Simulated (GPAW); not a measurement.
# Y2NOS MXene monolayer: simulated STM images

Aim: Tersoff-Hamann images of Y2NOS MXene monolayer at several biases.

Program: GPAW 26.7.0. Level of theory: GPAW, PAW setups; layer in a repeated cell with vacuum, relaxation of atoms and in-plane cell, in the first sound run; inputs show where later runs differ. Results are calculated unless marked as measured.

## (1) Starting point

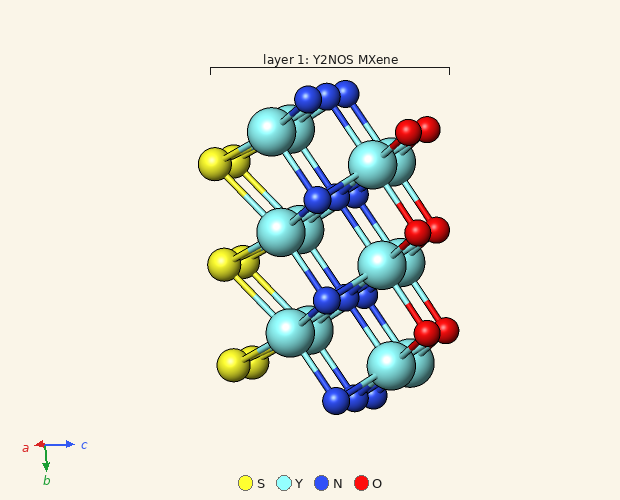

Start, viewed from the side, with the c axis across the page; sulfur yellow, yttrium teal, nitrogen blue, oxygen red. 2×3×1 cells are drawn. Some periodic images of atoms are drawn too.

The cell holds 5 atoms: 1 S, 2 Y, 1 N and 1 O. Cell: a = 3.406 Å, b = 3.406 Å, c = 23.947 Å, α = 90.0°, β = 90.0°, γ = 120.0°. Vacuum lies along c.

## (2) Relaxing the atoms

The atoms are relaxed first, since the surface dipole, and with it the work function, follows the positions of the outer layers.

Input file run.py:

```python
import json
import numpy as np
from ase import Atoms
from ase.filters import FrechetCellFilter
from ase.optimize import BFGS
from gpaw import GPAW, PW

slab = Atoms(
    ['S', 'Y', 'N', 'Y', 'O'],
    positions=[
        [-0.00000, 1.96661, 9.00000],
        [1.70313, 0.98330, 10.93651],
        [0.00000, 0.00000, 12.28053],
        [-0.00000, 1.96661, 13.62455],
        [1.70313, 0.98330, 14.94718]],
    cell=[[3.40626, 0.0, 0.0], [-1.70313, 2.94991, 0.0], [0.0, 0.0, 23.9472]],
    pbc=[True, True, True])

slab.calc = GPAW(mode=PW(600), xc='PBE', kpts={'size': (9, 9, 1), 'gamma': True},
                 occupations={'name': 'fermi-dirac', 'width': 0.05}, nbands='160%',
                 convergence={'density': 1e-05}, maxiter=200,
                 symmetry={'tolerance': 1e-3}, txt='slab.txt')
result = {}
# The in-plane cell is free; stress needs a cell that repeats along all three vectors
path = []
opt = BFGS(FrechetCellFilter(slab, mask=[1, 1, 0, 0, 0, 1]), maxstep=0.2)
opt.attach(lambda: path.append((slab.get_potential_energy(), slab.positions.tolist(), slab.get_forces().tolist())))
result['relaxed'] = bool(opt.run(fmax=0.02, steps=45))
result['path'] = path
result['cell'] = slab.cell.tolist()
print('in-plane lattice', slab.cell.cellpar().round(4)[[0, 1, 5]])
energy = slab.get_potential_energy()
fermi = slab.calc.get_fermi_level()
v = slab.calc.get_electrostatic_potential().mean((0, 1)) - fermi
n = slab.calc.get_pseudo_density().mean((0, 1))
L = slab.cell[2, 2]
z = np.arange(len(v)) * L / len(v)
low, high = slab.positions[:, 2].min(), slab.positions[:, 2].max()
below, above = np.interp([low - 6.8, high + 6.8], z, v)
slopes = [np.interp(x, z, np.gradient(v, z)) for x in (low - 6.8, high + 6.8)]
eps = np.array([[slab.calc.get_eigenvalues(k, s) for k in range(len(slab.calc.get_ibz_k_points()))]
                for s in range(slab.calc.get_number_of_spins())]) - fermi
top, bottom = eps[eps < 0].max(), eps[eps > 0].min()
dipole = slab.get_dipole_moment()[2]
print(f'energy {energy:.4f} eV, Fermi level {fermi:.4f} eV, dipole {dipole:.5f} e A')
print(f'potential 6.8 A off the faces, from the Fermi level: lower {below:.4f} eV, upper {above:.4f} eV')
print(f'slope of the potential there: lower {slopes[0]:.5f}, upper {slopes[1]:.5f} eV/A')
print(f'nearest levels on the mesh: {top:.4f} and {bottom:.4f} eV')
print('magnetic moment', round(slab.get_magnetic_moment(), 3))
result.update(energy=energy, fermi=fermi, dipole=dipole, below=below, above=above, slopes=slopes, edges=[top, bottom],
              z=z.tolist(), v=v.tolist(), n=n.tolist(), positions=slab.positions.tolist(),
              forces=slab.get_forces(apply_constraint=False).tolist(), moments=slab.get_magnetic_moments().tolist())
json.dump(result, open('result.json', 'w'))
```

Launch:

```
$ OMP_NUM_THREADS=1 OPENBLAS_NUM_THREADS=1 python run.py
```

Output:

```text
Step          Energy          fmax
BFGS:    0      -34.775285        5.743826
BFGS:    1      -35.407102        4.350372
BFGS:    2      -36.269654        1.056895
BFGS:    3      -36.321522        0.908018
BFGS:    4      -36.354900        0.669151
BFGS:    5      -36.417170        0.316044
BFGS:    6      -36.423753        0.256948
BFGS:    7      -36.451969        0.203524
BFGS:    8      -36.454160        0.189634
BFGS:    9      -36.462402        0.116646
BFGS:   10      -36.465815        0.081431
BFGS:   11      -36.466435        0.028233
BFGS:   12      -36.466014        0.006746
in-plane lattice [  3.4904   3.4904 120.    ]
energy -36.4589 eV, Fermi level -2.4770 eV, dipole 0.09687 e A
potential 6.8 A off the faces, from the Fermi level: lower 6.8266 eV, upper 6.4971 eV
slope of the potential there: lower 0.06945, upper 0.06956 eV/A
nearest levels on the mesh: -0.0507 and 0.1015 eV
magnetic moment 0.0
```

The job ended after 14 min (1 thread of Arm Neoverse V1, shared host; peak memory 0.46 GiB).

This step gave:

* dipole along the normal: 0.09687 e·Å
* levels nearest the Fermi level on the mesh: -0.05066, 0.1015 eV from the Fermi level

The electrostatic potential energy of an electron (without an applied field's), less the Fermi level, planar mean oscillates, so the rows of the table below give means over windows of 2 Å about each position, cut where the curve ends. Its maxima inside the range that stand out by 2 % of the span (Å: eV): 9.9: -0.115, 11.8: -5.65, 12.7: 0.339. Its minima: 9.1: -13.5, 11.0: -17.2, 12.1: -8.26, 13.9: -17.2.

Electrostatic potential energy of an electron (without an applied field's), less the Fermi level, planar mean against z; means over each step:

| z (Å) | electrostatic potential energy of an electron (without an applied field's), less the Fermi level, planar mean (eV) |
| --- | --- |
| 0 | 6.71 |
| 2 | 6.81 |
| 4 | 6.95 |
| 6 | 7.08 |
| 8 | 2.38 |
| 10 | -6.85 |
| 12 | -6.79 |
| 14 | -10.6 |
| 16 | 5.00 |
| 18 | 6.25 |
| 20 | 6.40 |
| 22 | 6.54 |

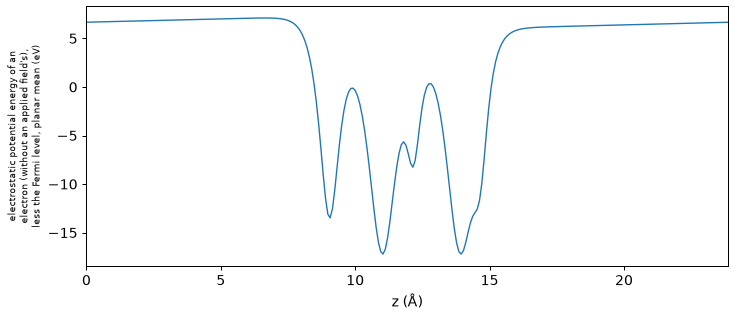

Electrostatic potential energy of an electron (without an applied field's), less the Fermi level, planar mean, plotted against z.

The pseudo valence density, planar mean oscillates, so the rows of the table below give means over windows of 2 Å about each position, cut where the curve ends. Its maxima inside the range that stand out by 2 % of the span (Å: e/Å³): 8.7: 0.343, 9.4: 0.368, 11.1: 0.864, 12.0: 0.570, 14.0: 0.977. Its minima: 9.1: 0.307, 10.1: 0.228, 11.6: 0.538, 13.0: 0.234.

The pseudo valence density, planar mean by z; means over each step:

| z (Å) | pseudo valence density, planar mean (e/Å³) |
| --- | --- |
| 4 | 1.3e-6 |
| 6 | 6.2e-4 |
| 8 | 0.140 |
| 10 | 0.393 |
| 12 | 0.536 |
| 14 | 0.705 |
| 16 | 0.0736 |
| 18 | 1.1e-4 |
| 20 | 0 |

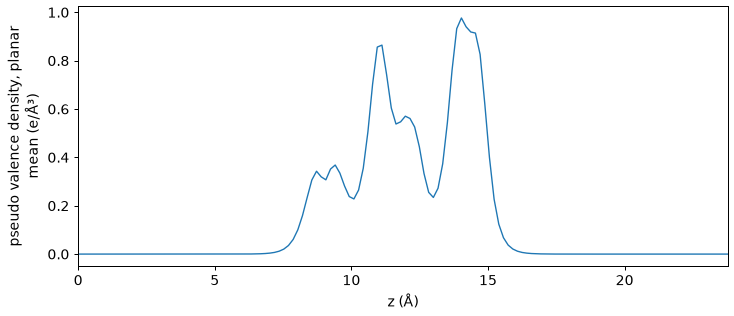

Pseudo valence density, planar mean, plotted against z.

The relaxation lowered the energy of the cell by 1.70 eV (energies extrapolated to zero smearing; the optimiser's log prints free energies). The largest force left on a free atom is 0.0067 eV/Å.

## (3) Plane waves, PBE

The work function is the vacuum plateau of the electrostatic potential less the Fermi level; a dipole layer lets the two faces have plateaus of their own.

This step: GPAW, PAW setups; slab in vacuum (GPAW 26.7.0).

The cell differs from the one that the last finished run ended in (c 23.947 → 23.604 Å).

Input file run.py:

```python
import json
import numpy as np
from ase import Atoms
from ase.dft.stm import STM
from gpaw import GPAW, PW

slab = Atoms(
    ['S', 'Y', 'N', 'Y', 'O'],
    positions=[
        [0.00000, 2.01518, 9.00000],
        [1.74519, 1.00759, 10.98418],
        [0.00000, 0.00000, 12.13010],
        [0.00000, 2.01518, 13.86663],
        [1.74519, 1.00759, 14.60400]],
    cell=[[3.49039, 0.0, 0.0], [-1.74519, 3.02277, 0.0], [0.0, 0.0, 23.604]],
    pbc=[True, True, False])

slab.calc = GPAW(mode=PW(500), xc='PBE', kpts={'size': (9, 9, 1), 'gamma': True},
                 occupations={'name': 'fermi-dirac', 'width': 0.05}, nbands='160%',
                 convergence={'density': 1e-05}, maxiter=200,
                 poissonsolver={'dipolelayer': 'xy'},
                 symmetry={'tolerance': 1e-3}, txt='slab.txt')
result = {}
energy = slab.get_potential_energy()
fermi = slab.calc.get_fermi_level()
v = slab.calc.get_electrostatic_potential().mean((0, 1)) - fermi
n = slab.calc.get_pseudo_density().mean((0, 1))
L = slab.cell[2, 2]
z = np.arange(len(v)) * L / len(v)
low, high = slab.positions[:, 2].min(), slab.positions[:, 2].max()
below, above = np.interp([low - 6.8, high + 6.8], z, v)
slopes = [np.interp(x, z, np.gradient(v, z)) for x in (low - 6.8, high + 6.8)]
eps = np.array([[slab.calc.get_eigenvalues(k, s) for k in range(len(slab.calc.get_ibz_k_points()))]
                for s in range(slab.calc.get_number_of_spins())]) - fermi
top, bottom = eps[eps < 0].max(), eps[eps > 0].min()
dipole = slab.get_dipole_moment()[2]
print(f'energy {energy:.4f} eV, Fermi level {fermi:.4f} eV, dipole {dipole:.5f} e A')
print(f'potential 6.8 A off the faces, from the Fermi level: lower {below:.4f} eV, upper {above:.4f} eV')
print(f'slope of the potential there: lower {slopes[0]:.5f}, upper {slopes[1]:.5f} eV/A')
print(f'nearest levels on the mesh: {top:.4f} and {bottom:.4f} eV')
print('magnetic moment', round(slab.get_magnetic_moment(), 3))
result.update(energy=energy, fermi=fermi, dipole=dipole, below=below, above=above, slopes=slopes, edges=[top, bottom],
              z=z.tolist(), v=v.tolist(), n=n.tolist(), positions=slab.positions.tolist(),
              forces=slab.get_forces(apply_constraint=False).tolist(), moments=slab.get_magnetic_moments().tolist())

# Images need the states of the whole zone, up to time reversal
slab.calc = slab.calc.fixed_density(symmetry={'point_group': False}, txt='states.txt', nbands='250%',
                                    convergence={'bands': 'CBM+1.8'})
stm = STM(slab)
result['stm'] = []
for bias in [-2.0, -1.0, 1.5]:
    height = high + 3.5
    current = stm.get_averaged_current(bias, height)
    x, y, h = stm.scan(bias, current)
    i, f = divmod(height / L * stm.ldos.shape[2], 1)
    I = abs((1 - f) * stm.ldos[:, :, int(i)] + f * stm.ldos[:, :, int(i) + 1])
    print(f'bias {bias} V: mean current at 3.5 A {current:.4e}, corrugation {np.ptp(h):.4f} A')
    result['stm'].append(dict(bias=bias, current=current, h=(h - high).tolist(), I=I.tolist()))
json.dump(result, open('result.json', 'w'))
```

Output:

```text
energy -35.6885 eV, Fermi level -2.3912 eV, dipole 0.06963 e A
potential 6.8 A off the faces, from the Fermi level: lower 7.2351 eV, upper 6.0369 eV
slope of the potential there: lower -0.00051, upper 0.00027 eV/A
nearest levels on the mesh: -0.0503 and 0.1012 eV
magnetic moment 0.0
bias -2.0 V: mean current at 3.5 A 6.3284e-06, corrugation 0.4499 A
bias -1.0 V: mean current at 3.5 A 1.8737e-06, corrugation 0.5363 A
bias 1.5 V: mean current at 3.5 A 4.5621e-08, corrugation 0.4086 A
```

The job ended after 3.7 min (1 thread; peak memory 0.6 GiB).

Numbers from this step:

```yaml
dipole_along_the_normal: 0.06963 e·Å
levels_nearest_the_fermi_level_on_the_mesh: -0.05033, 0.1012 eV from the Fermi level
upper_work_function: 6.037 eV
lower_work_function: 7.235 eV
corrugation_minus_2: 0.4499 Å
corrugation_minus_1: 0.5363 Å
corrugation_1p5: 0.4086 Å
```

The electrostatic potential energy of an electron (without an applied field's), less the Fermi level, planar mean oscillates, so the rows of the table below give means over windows of 2 Å about each position, cut where the curve ends. Its maxima inside the range that stand out by 2 % of the span (Å: eV): 0.6: 7.24, 9.8: -0.110, 11.8: -5.76, 12.7: 0.346. Its minima: 9.0: -13.4, 11.0: -17.2, 12.1: -8.30, 13.9: -17.2.

Table of electrostatic potential energy of an electron (without an applied field's), less the Fermi level, planar mean by z; means over each step:

| z (Å) | electrostatic potential energy of an electron (without an applied field's), less the Fermi level, planar mean (eV) |
| --- | --- |
| 0 | 7.12 |
| 2 | 7.24 |
| 4 | 7.23 |
| 6 | 7.22 |
| 8 | 2.01 |
| 10 | -6.93 |
| 12 | -6.51 |
| 14 | -10.6 |
| 16 | 5.05 |
| 18 | 6.03 |
| 20 | 6.04 |
| 22 | 6.04 |

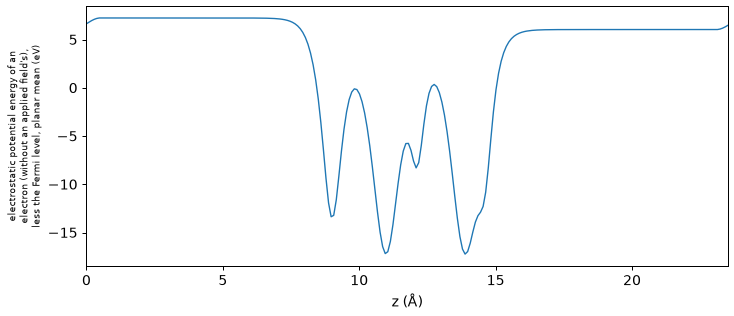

Electrostatic potential energy of an electron (without an applied field's), less the Fermi level, planar mean, plotted against z.

The pseudo valence density, planar mean oscillates, so the rows of the table below give means over windows of 2.5 Å about each position, cut where the curve ends. Its maxima inside the range that stand out by 2 % of the span (Å: e/Å³): 8.7: 0.343, 9.3: 0.364, 11.0: 0.874, 11.9: 0.568, 14.0: 0.977. Its minima: 9.1: 0.314, 10.0: 0.227, 11.7: 0.540, 12.8: 0.243.

The pseudo valence density, planar mean by z; means over each step:

| z (Å) | pseudo valence density, planar mean (e/Å³) |
| --- | --- |
| 5.0 | 5.2e-5 |
| 7.5 | 0.0850 |
| 10.0 | 0.436 |
| 12.5 | 0.486 |
| 15.0 | 0.471 |
| 17.5 | 8.0e-4 |
| 20.0 | 0 |

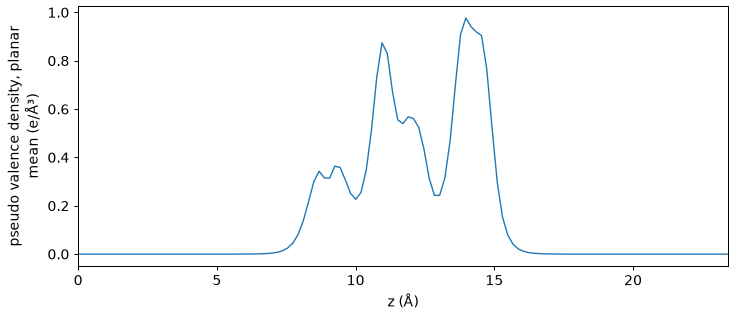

Pseudo valence density, planar mean against z.

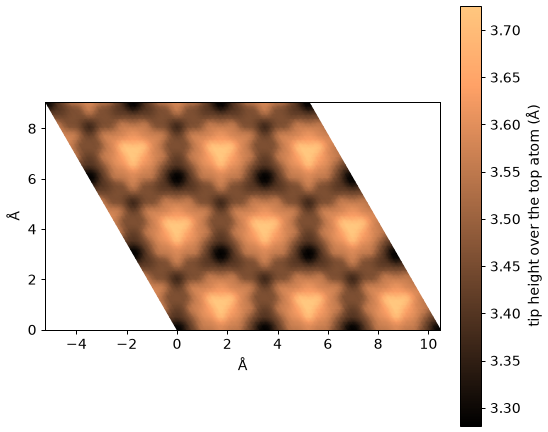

Tip height over the top atom over a1 and a2. Sample bias -2 V, constant current at the mean current 3.5 Å over the top atom. The cell is repeated, with its origin at the lower left corner.

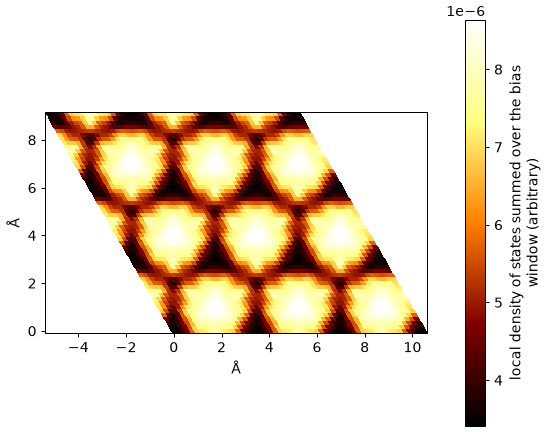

Local density of states summed over the bias window over a1 and a2. Sample bias -2 V, constant height 3.5 Å over the top atom. The cell is repeated, with its origin at the lower left corner.

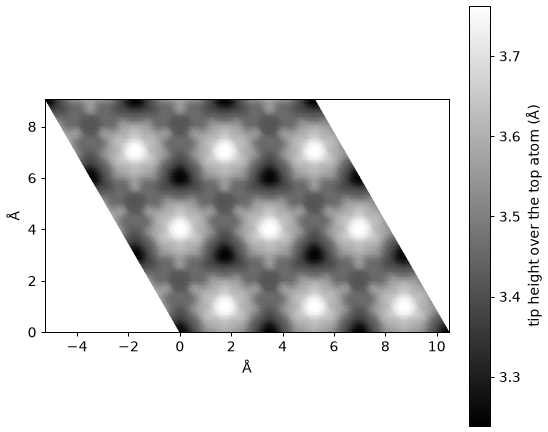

Tip height over the top atom over a1 and a2. Sample bias -1 V, constant current at the mean current 3.5 Å over the top atom. The cell is repeated, with its origin at the lower left corner.

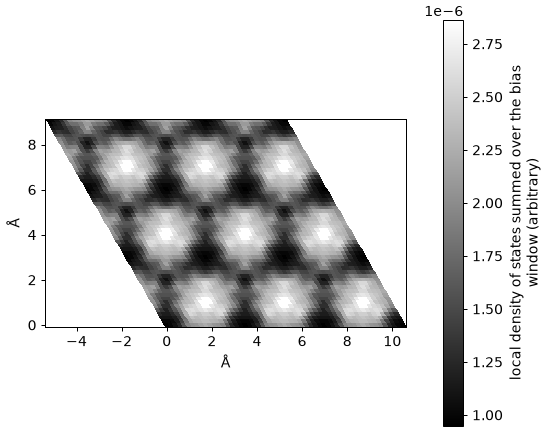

Local density of states summed over the bias window over a1 and a2. Sample bias -1 V, constant height 3.5 Å over the top atom. The cell is repeated, with its origin at the lower left corner.

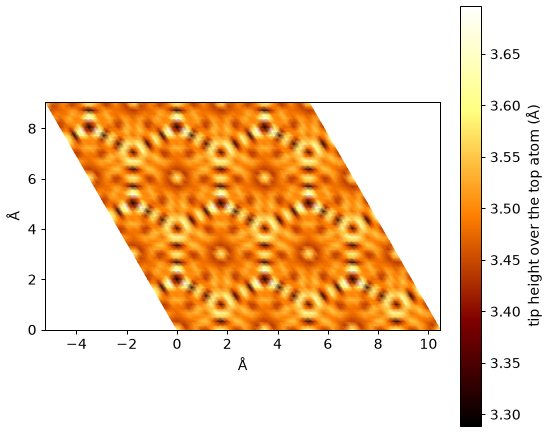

Tip height over the top atom over a1 and a2. Sample bias 1.5 V, constant current at the mean current 3.5 Å over the top atom. The cell is repeated, with its origin at the lower left corner.

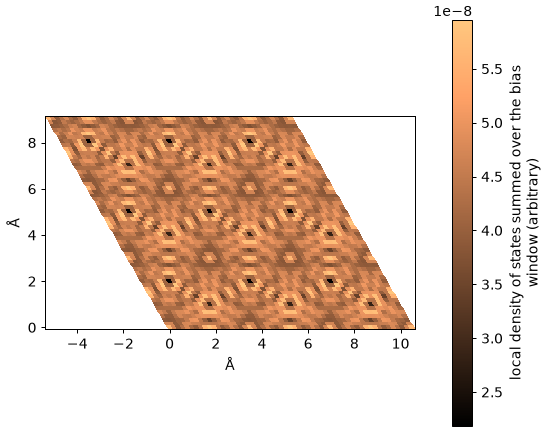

Local density of states summed over the bias window over a1 and a2. Sample bias 1.5 V, constant height 3.5 Å over the top atom. The cell is repeated, with its origin at the lower left corner.

Force by atom:

| atom | x (eV/Å) | y (eV/Å) | z (eV/Å) | size |
| --- | --- | --- | --- | --- |
| S1 | 0.0000 | 0.0000 | -0.0042 | 0.0042 |
| Y2 | 0.0000 | 0.0000 | -0.0309 | 0.0309 |
| N3 | 0.0000 | 0.0000 | 0.0054 | 0.0054 |
| Y4 | 0.0000 | 0.0000 | -0.0484 | 0.0484 |
| O5 | 0.0000 | 0.0000 | -0.0723 | 0.0723 |

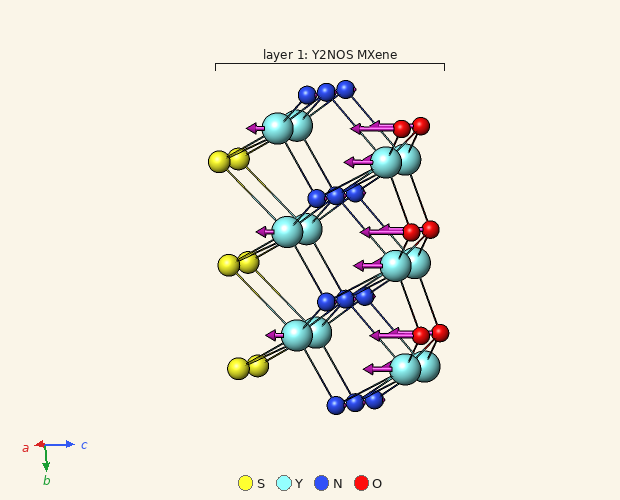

Force as arrows, the longest 0.0723 eV/Å. 2×3×1 cells are drawn. Some periodic images of atoms are drawn too.

The potential is flat to 5.1e-4 eV/Å where it is read, so the vacuum is wide enough.

## (4) Outcome

```json
{
 "work function, upper and lower face": "6.037 and 7.235 eV",
 "dipole along the normal": "0.0696 e Å",
 "corrugation at -2 V": "0.450 Å as printed, 0.38 Å or less without short-wave noise",
 "corrugation at -1 V": "0.536 Å as printed, 0.45 Å or less without short-wave noise",
 "corrugation at 1.5 V": "0.409 Å as printed, 0.064 Å or less without short-wave noise"
}
```

What this shows: At -2 V, -1 V and 1.5 V GPAW's map carries short-wave noise, which can't be real at this height: without waves under 1.5 Å it spans 0.38 Å against 0.45 Å printed, 0.45 Å against 0.54 Å printed and 0.064 Å against 0.41 Å printed. The reading below uses the filtered value, which may still be too high. The corrugation at constant current is largest at -1 V, where the tip height varies by 0.45 Å over the cell. Negative sample bias images filled states, positive bias empty ones. The two faces differ by 1.2 eV, the step that the slab's dipole makes (e p/(ε0 A) gives 1.2 eV), so the dipole layer is needed. The images are of Tersoff-Hamann type: an s-wave tip, no tip-sample forces, heights closer than in a microscope. The relaxation of atoms and cell ran in a fully periodic cell without the dipole layer, so the atoms of this polar layer felt a small spurious field. The cell holds an odd number of electrons, so without spin polarisation it must come out metallic and without a moment, whatever its true state. The layer's cell and atoms come from the relaxation; spin-orbit coupling and temperature are left out.

[Logs are printed without paths, hosts, clocks, repeated set-up lines and the standing remarks that a program may print on its own settings, such as how far it seeks lower states.]

[Hosts, paths, dates, database ids (printed as entryN), source tags and the programs' standing remarks are cut or masked in the printed files.]
